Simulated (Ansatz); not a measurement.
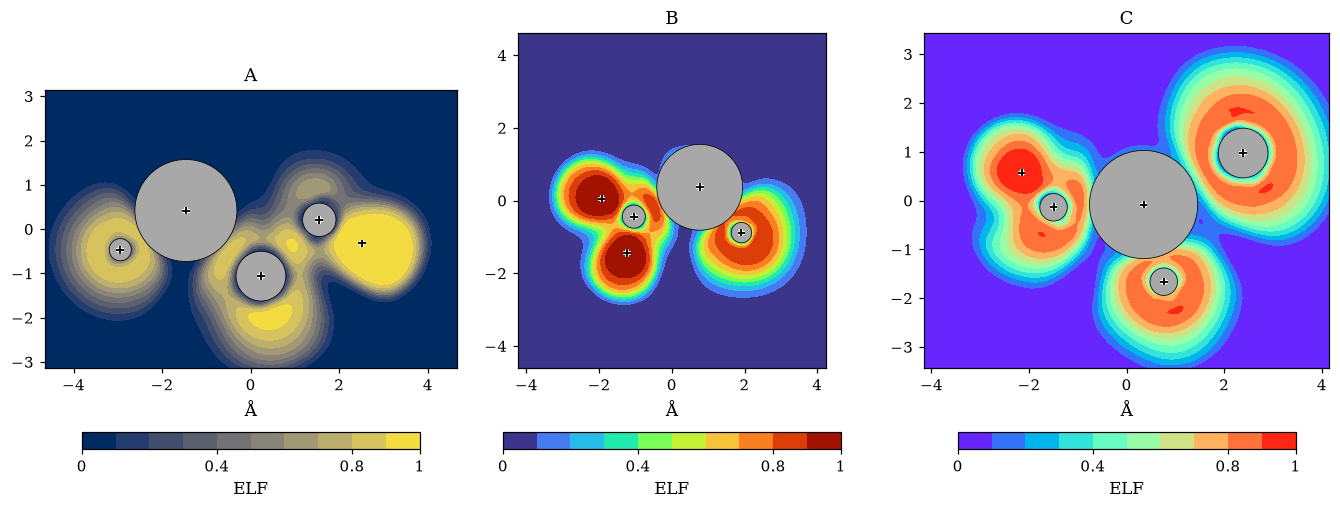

The electron localisation function of 3 systems, each on a plane through atoms (crosses mark nuclei in the plane; grey discs cover the cores).

Level of theory: isolated molecule in a Gaussian basis; Kohn-Sham density functional theory, functional PBE0 in Ansatz 0.2.0.

System 1: Cl$_{2}$FHMoO$_{2}$, the plane of atoms Mo4, O6 and H7. Geometry: PBE0-D4/def2-SVP; core potentials replace the inner electrons of Mo.

```xyz
7

Cl   -0.4273    1.4866   -1.9636
Cl    0.3640    1.8919    1.0477
F     0.1738   -1.1999   -1.4544
Mo   -0.3000    0.0521   -0.1732
O    -1.8732   -0.1907    0.2109
O     0.5894   -0.9949    1.0601
H     1.5344   -1.1133    1.2268
```

System 2: H$_{6}$N$_{3}$NbO (SMILES [NH2][Nb]([NH2])([NH2])=[O]), the plane of atoms H10, N3 and H11. Geometry: PBE0-D4/def2-SVP; core potentials replace the inner electrons of Nb.

```xyz
11

N    -1.4393    0.8367   -0.1352
N     0.4478   -1.5660    0.9978
N     1.4646    0.2651   -1.4983
Nb    0.4280    0.2492    0.1946
O     1.1511    1.3298    1.2819
H    -2.1168    0.3926   -0.7495
H    -1.8679    1.6522    0.2947
H     0.0758   -2.4176    0.5854
H     0.8388   -1.7845    1.9104
H     1.2775   -0.2875   -2.3310
H     2.2866    0.8406   -1.6616
```

System 3: CH$_{3}$F$_{3}$STi (SMILES C[S][Ti]([F])([F])[F]), the plane of atoms F3, Ti6 and S5. Geometry: PBE0-D4/def2-SVP.

```tsv
atom	x (Å)	y (Å)	z (Å)
C	-0.0168	-1.2571	0.8648
F	-1.2932	0.5935	-1.6605
F	1.1338	2.1331	-1.9349
F	-0.3751	2.0876	0.5262
S	1.3280	-0.5684	-0.1707
Ti	0.1328	1.2029	-0.8791
H	-0.3029	-0.5510	1.6570
H	-0.8919	-1.5139	0.2514
H	0.3738	-2.1729	1.3286
```

### Which map belongs to which system?

Panel A is system 3, CH$_{3}$F$_{3}$STi: the plane holds C, F, S, Ti and H. Ti–F (1.73 Å): the ELF peaks at about 0.85 in the valence shell of F, 0.5 Å from its nucleus, and drops to about 0.20 between the two atoms. Panel B is system 2, H$_{6}$N$_{3}$NbO: the plane holds N, Nb, O and H. Nb–O (1.69 Å): the ELF peaks at about 0.80 in the valence shell of O, 0.5 Å from its nucleus, and drops to about 0.40 between the two atoms. Panel C is system 1, Cl$_{2}$FHMoO$_{2}$: the plane holds Cl, Mo, O and H. Mo–O (1.64 Å): the ELF peaks at about 0.80 in the valence shell of O, 0.5 Å from its nucleus, and drops to about 0.45 between the two atoms.
